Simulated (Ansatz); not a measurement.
# SnMe2(pyrrolidide)2 (C₁₀H₂₂N₂Sn): one molecule under many settings

How do the results and run time of SnMe2(pyrrolidide)2 (C₁₀H₂₂N₂Sn) respond when the settings are drawn wide?

Computed with Ansatz 0.2.0, Gaussian basis. Level: the settings change from run to run.

2 further runs of the same task are left out: 2 set aside as unsound or not needed. Runs told in other sessions of the task aren't counted.

### Step 1. The relaxed structure

The geometry comes from an earlier relaxation with r2SCAN-D4/def2-SVP; it is a stationary point, not always the lowest conformer. Sn takes a core potential in def2 sets; no spin-orbit term is included.

35 atoms, charge 0, spin multiplicity 1.

Atoms are counted from 1 here; the program's logs count them from 0.

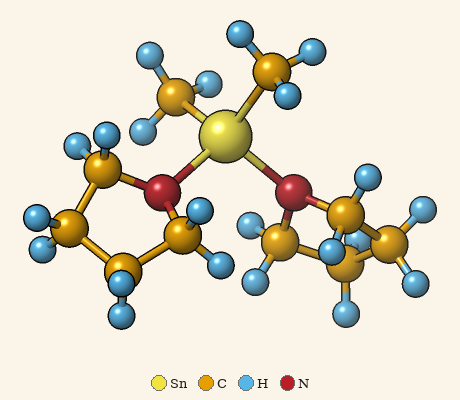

The structure; tin yellow, carbon amber, hydrogen blue, nitrogen red.

### Step 2. wB97/def2-SVP

Options: atoms shaken by 0.03 Å, finite nuclei.

in.yaml reads:

```yaml
crystal:
  periodic: [false, false, false]
  atoms:
    - {symbol: Sn, position_ang: [1.024343, -0.005748, 0.741249]}
    - {symbol: C, position_ang: [0.904605, -0.018035, 2.883834]}
    - {symbol: H, position_ang: [1.681764, -0.725527, 3.326335]}
    - {symbol: H, position_ang: [-0.217401, -0.324589, 3.216163]}
    - {symbol: H, position_ang: [1.057493, 1.018135, 3.290590]}
    - {symbol: C, position_ang: [2.956143, 0.034500, -0.118333]}
    - {symbol: H, position_ang: [3.451112, 1.076070, 0.094448]}
    - {symbol: H, position_ang: [2.956253, -0.109624, -1.116900]}
    - {symbol: H, position_ang: [3.633145, -0.712280, 0.358467]}
    - {symbol: N, position_ang: [0.082731, 1.725245, 0.105564]}
    - {symbol: C, position_ang: [-1.305603, 2.072081, 0.452236]}
    - {symbol: C, position_ang: [-1.466173, 3.504803, -0.068578]}
    - {symbol: C, position_ang: [-0.384577, 3.601597, -1.118102]}
    - {symbol: C, position_ang: [0.280613, 2.242517, -1.240684]}
    - {symbol: H, position_ang: [-1.410758, 1.928241, 1.524302]}
    - {symbol: H, position_ang: [-2.016670, 1.404967, -0.044999]}
    - {symbol: H, position_ang: [-1.223962, 4.191322, 0.756833]}
    - {symbol: H, position_ang: [-2.454347, 3.688281, -0.391461]}
    - {symbol: H, position_ang: [-0.830461, 3.926902, -2.136236]}
    - {symbol: H, position_ang: [0.376499, 4.332332, -0.944693]}
    - {symbol: H, position_ang: [-0.321200, 1.547158, -2.017841]}
    - {symbol: H, position_ang: [1.386420, 2.285275, -1.594959]}
    - {symbol: N, position_ang: [-0.104796, -1.621092, 0.090908]}
    - {symbol: C, position_ang: [-0.445119, -1.747275, -1.267210]}
    - {symbol: C, position_ang: [-1.375307, -2.978012, -1.310134]}
    - {symbol: C, position_ang: [-1.025618, -3.723306, 0.054139]}
    - {symbol: C, position_ang: [0.143845, -2.984144, 0.665334]}
    - {symbol: H, position_ang: [0.425844, -2.027042, -1.884037]}
    - {symbol: H, position_ang: [-0.888727, -0.829155, -1.700455]}
    - {symbol: H, position_ang: [-1.234630, -3.617339, -2.133793]}
    - {symbol: H, position_ang: [-2.415398, -2.663982, -1.245585]}
    - {symbol: H, position_ang: [-1.880652, -3.784014, 0.721312]}
    - {symbol: H, position_ang: [-0.690420, -4.788299, -0.126610]}
    - {symbol: H, position_ang: [0.173761, -2.909847, 1.714308]}
    - {symbol: H, position_ang: [1.102571, -3.357074, 0.307289]}
basis:
  gaussian: {orbitals: def2-SVP, nuclear_model: gaussian}
hamiltonian: {xc: {name: wB97}}
scf: {omitted_lower_state_checks: [starts]}
output: {forces: true}
```

Command:

```
$ ansatz run in.yaml --threads 2 --pin off --events-out ev --progress --plain --max-ram 20480MiB --backend cuda --devices 0, --max-vram 18GiB
```

The program printed, shortened:

```text
Functional definition: wB97
  name "wB97"
  cite "Chai & Head-Gordon, J. Chem. Phys. 128, 084106 (2008) doi:10.1063/1.2834918"
  cite "Becke, J. Chem. Phys. 107, 8554 (1997) doi:10.1063/1.475007"
[...]
  # The coefficients of nought are those of the uniform gas.
[...]
      + integral(e_c_pw_opposite_spin*poly(b97_u_opposite, 1, cos1, cos2, cos3, cos4))
[...]
3491 factors; their error is unknown
1117 factors; integrals over basis functions are off by at most 1.6e-5 eV
[...]
mean field -19527.93997290 eV, -717.6385574911 hartree, gradient 5.5e-5 eV, S^2 0.000000; 0 other end points of the search recorded, 0 dependent functions left out
[...]
reference -19527.93995651 eV, -717.6385568887 hartree; 59, 59 occupied and 245, 245 virtual orbitals, 3491 factors
Total energy: -19527.93995651 eV, -717.6385568887 hartree
Atom 0 at     1.024343    -0.005748     0.741249 Å, force    -1.059247     0.224002     0.051031 eV/Å
Atom 1 at     0.904605    -0.018035     2.883834 Å, force    -1.620582    -0.576428     1.080991 eV/Å
Atom 2 at     1.681764    -0.725527     3.326335 Å, force    -0.995071     0.729889    -0.279259 eV/Å
Atom 3 at    -0.217401    -0.324589     3.216163 Å, force     2.652809     0.436790    -0.733812 eV/Å
Atom 4 at     1.057493     1.018135     3.290590 Å, force     0.083886    -0.669462    -0.284512 eV/Å
Atom 5 at     2.956143     0.034500    -0.118333 Å, force     1.646178     2.154576     4.620496 eV/Å
[...]
Atom 19 at     0.376499     4.332332    -0.944693 Å, force     0.689503     0.921533     0.679936 eV/Å
Atom 20 at    -0.321200     1.547158    -2.017841 Å, force     1.163546     1.353867     1.045905 eV/Å
Atom 21 at     1.386420     2.285275    -1.594959 Å, force    -1.560223    -0.100116     0.650922 eV/Å
Atom 22 at    -0.104796    -1.621092     0.090908 Å, force     1.041600     0.629769     2.502866 eV/Å
Atom 23 at    -0.445119    -1.747275    -1.267210 Å, force    -0.211741    -1.019490    -1.233130 eV/Å
Atom 24 at    -1.375307    -2.978012    -1.310134 Å, force     0.033847     0.633169     3.048707 eV/Å
Atom 25 at    -1.025618    -3.723306     0.054139 Å, force     0.554581    -1.751778    -1.366272 eV/Å
Atom 26 at     0.143845    -2.984144     0.665334 Å, force    -0.880402     2.483977    -2.757210 eV/Å
Atom 27 at     0.425844    -2.027042    -1.884037 Å, force     0.448903     0.185645    -0.478020 eV/Å
Atom 28 at    -0.888727    -0.829155    -1.700455 Å, force    -0.014539    -0.056903     0.134144 eV/Å
Atom 29 at    -1.234630    -3.617339    -2.133793 Å, force     0.242999    -0.972621    -1.612759 eV/Å
Atom 30 at    -2.415398    -2.663982    -1.245585 Å, force    -0.484491     0.062045    -0.196363 eV/Å
Atom 31 at    -1.880652    -3.784014     0.721312 Å, force    -0.413460     0.185898     0.328589 eV/Å
Atom 32 at    -0.690420    -4.788299    -0.126610 Å, force    -0.538786     0.650887    -0.023094 eV/Å
Atom 33 at     0.173761    -2.909847     1.714308 Å, force    -0.105891    -0.107294     2.008632 eV/Å
Atom 34 at     1.102571    -3.357074     0.307289 Å, force     0.602691    -0.556232    -0.209040 eV/Å
Dipole moment:     0.233175    -0.070286     0.102664 e Å
Checks for a lower state left out: starts
```

Wall time 5.5 s (1 × H100 (card shared with other runs) with 2 threads of AMD EPYC 7R13, shared host); peak host memory 1.1 GiB.

Largest force 5.357 eV/Å, dipole 1.27 D.

### Step 3. PBEsol/def2-SVP

This run has atoms shaken by 0.08 Å, density fitting with def2-universal-jkfit, D3(BJ) with three-body dispersion.

in.yaml reads:

```yaml
crystal:
  periodic: [false, false, false]
  atoms:
    - {symbol: Sn, position_ang: [1.212986, 0.075102, 0.832415]}
    - {symbol: C, position_ang: [0.886490, 0.040165, 2.897130]}
    - {symbol: H, position_ang: [1.731090, -0.705426, 3.361621]}
    - {symbol: H, position_ang: [-0.081162, -0.332833, 3.253204]}
    - {symbol: H, position_ang: [0.963483, 1.115778, 3.255932]}
    - {symbol: C, position_ang: [2.970816, 0.229471, -0.105535]}
    - {symbol: H, position_ang: [3.397578, 0.993758, 0.116673]}
    - {symbol: H, position_ang: [3.000440, -0.085348, -1.251395]}
    - {symbol: H, position_ang: [3.542763, -0.760352, 0.339002]}
    - {symbol: N, position_ang: [0.103350, 1.661224, 0.186009]}
    - {symbol: C, position_ang: [-1.277998, 2.175507, 0.452978]}
    - {symbol: C, position_ang: [-1.378105, 3.595807, -0.037046]}
    - {symbol: C, position_ang: [-0.397951, 3.690475, -1.063346]}
    - {symbol: C, position_ang: [0.237067, 2.140458, -1.206761]}
    - {symbol: H, position_ang: [-1.558916, 1.763806, 1.603189]}
    - {symbol: H, position_ang: [-2.029755, 1.250573, -0.189182]}
    - {symbol: H, position_ang: [-1.328356, 4.252802, 0.814432]}
    - {symbol: H, position_ang: [-2.432843, 3.682367, -0.238596]}
    - {symbol: H, position_ang: [-0.973100, 3.887899, -2.159313]}
    - {symbol: H, position_ang: [0.259482, 4.415324, -1.017259]}
    - {symbol: H, position_ang: [-0.325968, 1.501207, -2.085270]}
    - {symbol: H, position_ang: [1.320577, 2.264755, -1.660749]}
    - {symbol: N, position_ang: [-0.206405, -1.575791, 0.171586]}
    - {symbol: C, position_ang: [-0.555175, -1.791694, -1.279188]}
    - {symbol: C, position_ang: [-1.323013, -2.931163, -1.225755]}
    - {symbol: C, position_ang: [-1.079269, -3.736863, 0.043081]}
    - {symbol: C, position_ang: [-0.026817, -2.930822, 0.619493]}
    - {symbol: H, position_ang: [0.429527, -1.922442, -1.816572]}
    - {symbol: H, position_ang: [-0.930808, -0.806593, -1.542081]}
    - {symbol: H, position_ang: [-1.128002, -3.652221, -2.131970]}
    - {symbol: H, position_ang: [-2.349600, -2.861192, -1.188369]}
    - {symbol: H, position_ang: [-1.799245, -3.802460, 0.770594]}
    - {symbol: H, position_ang: [-0.784187, -4.756680, -0.038232]}
    - {symbol: H, position_ang: [-0.005946, -2.800325, 1.892522]}
    - {symbol: H, position_ang: [1.100005, -3.477622, 0.261272]}
basis:
  gaussian: {orbitals: def2-SVP, fitting: {mean_field: def2-universal-jkfit}}
hamiltonian: {xc: {name: PBEsol}, dispersion: d3bjatm}
scf: {omitted_lower_state_checks: [starts]}
```

The command is unchanged.

The program printed:

```text
Functional definition: PBEsol
  name "PBEsol"
  cite "Perdew et al., Phys. Rev. Lett. 100, 136406 (2008) doi:10.1103/PhysRevLett.100.136406"
  cite "Perdew, Burke & Ernzerhof, Phys. Rev. Lett. 77, 3865 (1996) doi:10.1103/PhysRevLett.77.3865"
  parent pbesol
  exchange = pbesol_x
  correlation = pbesol_c
these checks for a lower state are left out or cut short: starts
1518 factors; integrals over basis functions are off by at most 3.0e-1 eV
mean field evaluation 1: about -19398.3061 eV, gradient 1.3e2 eV
mean field evaluation 2: about -19237.1530 eV, gradient 2.7e2 eV
mean field evaluation 4: about -19439.2210 eV, gradient 2.2e1 eV
mean field evaluation 8: about -19440.2555 eV, gradient 5.7e-1 eV
mean field evaluation 16: about -19440.2517 eV, gradient 1.4e-3 eV
mean field -19440.25174179 eV, -714.4160744348 hartree, gradient 2.9e-5 eV, S^2 0.000000; 0 other end points of the search recorded, 0 dependent functions left out
reference -19440.25180007 eV, -714.4160765765 hartree; 59, 59 occupied and 245, 245 virtual orbitals, 1518 factors
Total energy: -19440.72252973 eV, -714.4333755724 hartree
Checks for a lower state left out: starts
```

Run time: 2.9 s. Hardware: 1 × H100 (card shared with other runs) with 2 threads of AMD EPYC 7R13, shared host.

### Step 4. B3LYP/def2-mTZVP

Options: D3(BJ) with three-body dispersion, relativity set to none.

in.yaml reads:

```yaml
crystal:
  periodic: [false, false, false]
  atoms:
    - {symbol: Sn, position_ang: [1.025677, 0.027737, 0.770107]}
    - {symbol: C, position_ang: [0.901873, 0.017352, 2.913425]}
    - {symbol: H, position_ang: [1.651217, -0.660517, 3.347342]}
    - {symbol: H, position_ang: [-0.100919, -0.318396, 3.215127]}
    - {symbol: H, position_ang: [1.074294, 1.032842, 3.298382]}
    - {symbol: C, position_ang: [3.009327, 0.063540, -0.080858]}
    - {symbol: H, position_ang: [3.460116, 1.053891, 0.080995]}
    - {symbol: H, position_ang: [2.960071, -0.136770, -1.161093]}
    - {symbol: H, position_ang: [3.642080, -0.700396, 0.393922]}
    - {symbol: N, position_ang: [0.098045, 1.718582, 0.089355]}
    - {symbol: C, position_ang: [-1.266114, 2.046096, 0.467418]}
    - {symbol: C, position_ang: [-1.447612, 3.490454, -0.049551]}
    - {symbol: C, position_ang: [-0.407087, 3.622361, -1.191159]}
    - {symbol: C, position_ang: [0.256689, 2.231281, -1.259862]}
    - {symbol: H, position_ang: [-1.413916, 1.956191, 1.557695]}
    - {symbol: H, position_ang: [-2.016783, 1.379866, -0.019246]}
    - {symbol: H, position_ang: [-1.233859, 4.213490, 0.752657]}
    - {symbol: H, position_ang: [-2.478736, 3.673654, -0.390779]}
    - {symbol: H, position_ang: [-0.861544, 3.908104, -2.153051]}
    - {symbol: H, position_ang: [0.344684, 4.386760, -0.940769]}
    - {symbol: H, position_ang: [-0.272879, 1.612431, -2.023795]}
    - {symbol: H, position_ang: [1.318987, 2.273632, -1.555735]}
    - {symbol: N, position_ang: [-0.104193, -1.581982, 0.145513]}
    - {symbol: C, position_ang: [-0.433660, -1.753602, -1.259919]}
    - {symbol: C, position_ang: [-1.375794, -2.978787, -1.264888]}
    - {symbol: C, position_ang: [-1.016856, -3.742838, 0.034889]}
    - {symbol: C, position_ang: [0.139534, -2.924648, 0.644207]}
    - {symbol: H, position_ang: [0.459480, -1.977257, -1.893121]}
    - {symbol: H, position_ang: [-0.905677, -0.845103, -1.672147]}
    - {symbol: H, position_ang: [-1.238451, -3.592238, -2.169400]}
    - {symbol: H, position_ang: [-2.427047, -2.653215, -1.244828]}
    - {symbol: H, position_ang: [-1.874206, -3.751246, 0.725338]}
    - {symbol: H, position_ang: [-0.728579, -4.789841, -0.149585]}
    - {symbol: H, position_ang: [0.149777, -2.949891, 1.748058]}
    - {symbol: H, position_ang: [1.112053, -3.351506, 0.295327]}
basis:
  gaussian: {orbitals: def2-mTZVP}
hamiltonian: {xc: {name: B3LYP}, dispersion: d3bjatm, pseudopotentials: {relativity: none}}
scf: {omitted_lower_state_checks: [starts]}
output: {forces: true}
```

Same command.

The program printed, shortened:

```text
Functional definition: B3LYP
  name "B3LYP"
  cite "Stephens, Devlin, Chabalowski & Frisch, J. Phys. Chem. 98, 11623 (1994) doi:10.1021/j100096a001"
  cite "Becke, Phys. Rev. A 38, 3098 (1988) doi:10.1103/PhysRevA.38.3098"
  cite "Lee, Yang & Parr, Phys. Rev. B 37, 785 (1988) doi:10.1103/PhysRevB.37.785"
  cite "Vosko, Wilk & Nusair, Can. J. Phys. 58, 1200 (1980) doi:10.1139/p80-159"
[...]
3296 factors; integrals over basis functions are off by at most 1.1e-3 eV
[...]
mean field -19546.25915734 eV, -718.3117751021 hartree, gradient 1.6e-5 eV, S^2 0.000000; 0 other end points of the search recorded, 0 dependent functions left out
[...]
reference -19546.25966531 eV, -718.3117937693 hartree; 59, 59 occupied and 271, 271 virtual orbitals, 3296 factors
Total energy: -19548.00572862 eV, -718.3759604125 hartree
[...]
Atom 26 at     0.139534    -2.924648     0.644207 Å, force     0.240433    -0.271485     0.274114 eV/Å
Atom 27 at     0.459480    -1.977257    -1.893121 Å, force    -0.266333     0.081136     0.211424 eV/Å
Atom 28 at    -0.905677    -0.845103    -1.672147 Å, force     0.158327    -0.317323     0.144885 eV/Å
Atom 29 at    -1.238451    -3.592238    -2.169400 Å, force    -0.039018     0.183225     0.285252 eV/Å
Atom 30 at    -2.427047    -2.653215    -1.244828 Å, force     0.332582    -0.099150    -0.011241 eV/Å
Atom 31 at    -1.874206    -3.751246     0.725338 Å, force     0.272077    -0.005645    -0.213971 eV/Å
Atom 32 at    -0.728579    -4.789841    -0.149585 Å, force    -0.087757     0.323318     0.048662 eV/Å
Atom 33 at     0.149777    -2.949891     1.748058 Å, force    -0.013201     0.013786    -0.374479 eV/Å
Atom 34 at     1.112053    -3.351506     0.295327 Å, force    -0.292716     0.153957     0.108773 eV/Å
Dipole moment:     0.169417    -0.048508     0.046662 e Å
Checks for a lower state left out: starts
```

It took 5.5 s on 1 × H100 (card shared with other runs) with 2 threads of AMD EPYC 7R13, shared host; peak host memory 1.1 GiB.

Largest force 0.458 eV/Å, dipole 0.88 D.

### Step 5. All runs side by side

```tsv
level	charge	multiplicity	geometry	functions	energy (eV)	time
wB97/def2-SVP	0	1	shaken	304	-19527.940	5.5 s
PBEsol/def2-SVP	0	1	shaken	304	-19440.723	2.9 s
B3LYP/def2-mTZVP	0	1	relaxed	330	-19548.006	5.5 s
```

### Step 6. What came out

| quantity | value |
| --- | --- |
| runs | 3 |
| quickest | PBEsol/def2-SVP, 2.9 s |
| slowest | wB97/def2-SVP, 5.5 s |

**Reading.** The runs differ in state or geometry as well as level, so their energies can't be set against each other. The times lie within a factor of two. At the r2SCAN-D4/def2-SVP geometry and in the same state, the sound runs without point charges leave forces up to 0.46 eV/Å (B3LYP/def2-mTZVP), against 5.4 eV/Å where the atoms were moved.
